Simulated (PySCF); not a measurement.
C₂H₂, SMILES `C#C`.

PySCF calculation, PBE/def2-SVPD, gas phase; geometry: GFN2-xTB. No frequency check shows the geometry to be a minimum.

Geometry (Å), atoms numbered from 1:

```
C1      -0.5969    0.0000    0.0000
C2       0.5969   -0.0000    0.0000
H3      -1.6466   -0.0000    0.0000
H4       1.6466    0.0000    0.0000
```

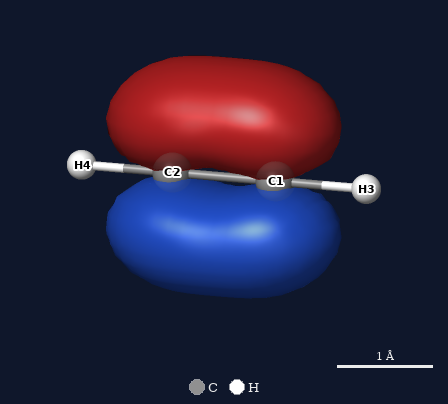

Intrinsic bond orbitals (IBO), occupied; each surface holds about 70 % of the orbital's density. Energies are diagonal elements of the Fock matrix.

### What does this orbital represent?

π bond C2–C1 (C2 50 %, C1 50 %; −7.2 eV).

### How do all the valence pairs divide up?

5 pairs: 3 σ bonds and 2 two-centre π bonds.

Cost of the run: 2 s on 1 thread of Arm Neoverse V1, on a shared host, peak memory 0.22 GiB.
